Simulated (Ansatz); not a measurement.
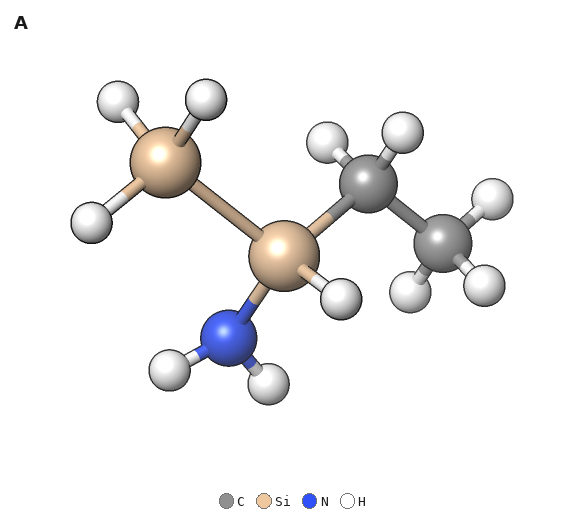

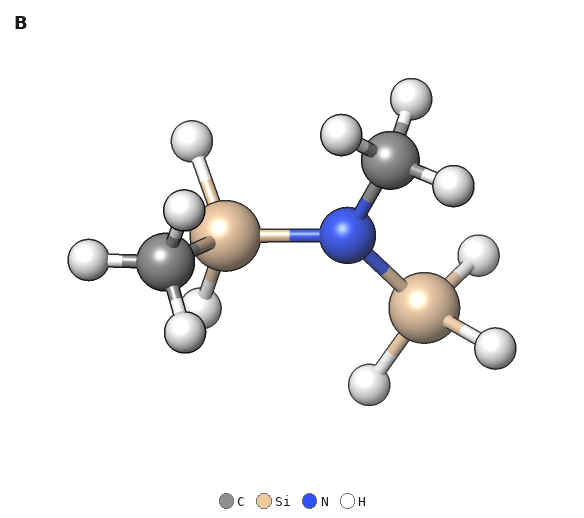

2 stationary structures of one formula. Geometries: PBE0-D4/def2-TZVP. Electronic energies: CCSD(T)/CBS (MP2 limit from def2-TZVPP and def2-QZVPP plus CCSD(T) − MP2) (Ansatz 0.2.0), without zero-point energy. Each is one conformer, not always the lowest.

**Are they conformers, stereoisomers or constitutional isomers?**

They are constitutional isomers of C2H11NSi2: A `CC[Si@H](N)[SiH3]`, B `C[SiH2]N(C)[SiH3]`.

**Which structure is the most stable?**

B is lowest (a minimum); A lies 6.9 kcal/mol above it (a minimum).
